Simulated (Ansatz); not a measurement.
# ClFH3NSi: the cost of one run

Program: Ansatz 0.2.0. Level of theory: UKS PBE0/6-31G*. These are calculated values, not measurements.

**1. The starting structure**

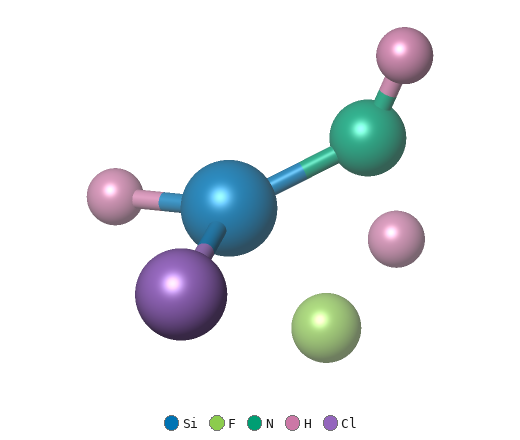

The starting structure, seen from a free direction (silicon blue, fluorine green, nitrogen teal, hydrogen pink, chlorine purple).

Structure file:

```xyz
7

Si   -0.3245    0.5326    0.2009
F    -0.8148   -0.8970   -1.1099
N     1.0602   -0.3512    0.0290
H     0.3449   -1.0874   -0.8310
H    -0.7601    1.6847   -0.5570
Cl   -1.4836    0.3991    1.8382
H     1.9779   -0.2807    0.4297
```

**2. Pulling towards end A**

Springs on the bonds that form and break draw the guess towards this end; the thresholds are loose.

The input, input.yaml:

```yaml
crystal:
  periodic: [false, false, false]
  atoms:
    - { symbol: Si, position_ang: [-0.3245, 0.5326, 0.2009] }
    - { symbol: F, position_ang: [-0.8148, -0.897, -1.1099] }
    - { symbol: "N", position_ang: [1.0602, -0.3512, 0.029] }
    - { symbol: H, position_ang: [0.3449, -1.0874, -0.831] }
    - { symbol: H, position_ang: [-0.7601, 1.6847, -0.557] }
    - { symbol: Cl, position_ang: [-1.4836, 0.3991, 1.8382] }
    - { symbol: H, position_ang: [1.9779, -0.2807, 0.4297] }
magnetization:
  spin_polarized: true
basis:
  gaussian: { orbitals: "6-31G*" }
hamiltonian:
  xc: pbe0
relax:
  f_tol: 0.15
  max_steps: 25
  restrain:
    - { distance: [3, 1], at: 2.18, k: 30.0 }
    - { distance: [0, 1], at: 1.68, k: 30.0 }
    - { distance: [3, 2], at: 1.02, k: 30.0 }
output:
  orbitals: {}
```

Run with:

```bash
> ansatz run input.yaml --threads 2 --pin off --max-ram 3072MiB --backend cpu --events-out ev --progress --plain --runs-dir out
```

Q: Estimate wall time and peak memory on 2 threads of Arm Neoverse V1, shared host.

About 26 s, with a peak of 0.2 GiB.
